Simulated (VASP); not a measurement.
Band structure of HgTe (zinc blende). Calculation: vdW-DF2, VASP's PBE PAW potentials (set 64) (plane waves; VASP 6.6.1).

Unless said otherwise, spin-orbit coupling is left out, though it shifts the bands of the heavy elements here.

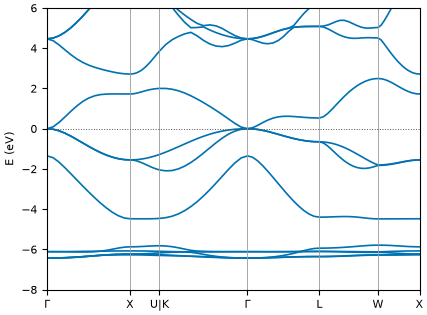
*Bands along high-symmetry lines, zero at the valence-band maximum or, without a gap, the Fermi level*

Read the plot: is there a gap, and where are the band edges?

It has no gap at this level: it comes out as a metal or semimetal. (Edges off the drawn lines would not show.)

The compound is HgTe in the zinc blende structure. It was relaxed first, which changed the volume by +22 %.
